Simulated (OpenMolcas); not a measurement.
# Predicting a hybrid from its neighbours: HOI (hypoiodous acid)

HOI: 3 atoms, total charge 0, spin state singlet. SMILES: `OI`. Geometry: relaxed at PBE0-D4/def2-TZVP.

The vertical ionisation energy (to the doublet cation) y, in eV, basis def2-TZVPP with a core potential; a is the functional's share of exact exchange. Programs: OpenMolcas 26.06.

```
functional     program     a  y (eV)
      TPSS  OpenMolcas     0    9.63
    revPBE  OpenMolcas     0    9.51
     B3LYP  OpenMolcas   0.2       ?
      PBE0  OpenMolcas  0.25    9.83
     BHLYP  OpenMolcas   0.5    9.93
```

**Question.** Fit y = c + s·a to the known rows and predict B3LYP.

**Answer.** 
1. Means of the 4 rows: a = 0.1875, y = 9.725.
2. Σ(Δa)² = 0.17188, Σ(Δa·Δy) = 0.12875, so the slope is 0.12875/0.17188 = 0.74907.
3. Intercept: 9.725 − (0.74907) × 0.1875 = 9.585. The largest residual of the fit is 0.075.
4. B3LYP: 9.585 + (0.74907) × 0.2 = 9.73 eV.

The run gave 9.84 eV, so the prediction is off by -0.11 eV, about the scatter of the fit. The rows mix families of semi-local functionals, which the line can't see. Spin-orbit coupling is left out.

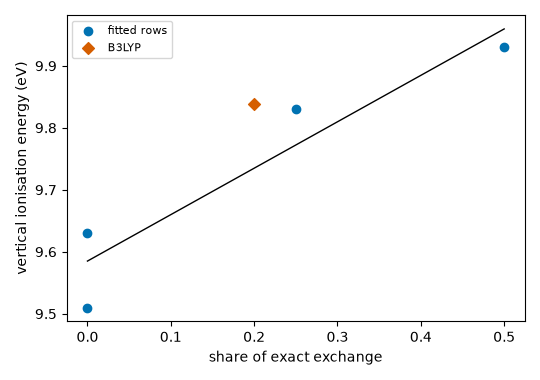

The fitted line, with the withheld row.
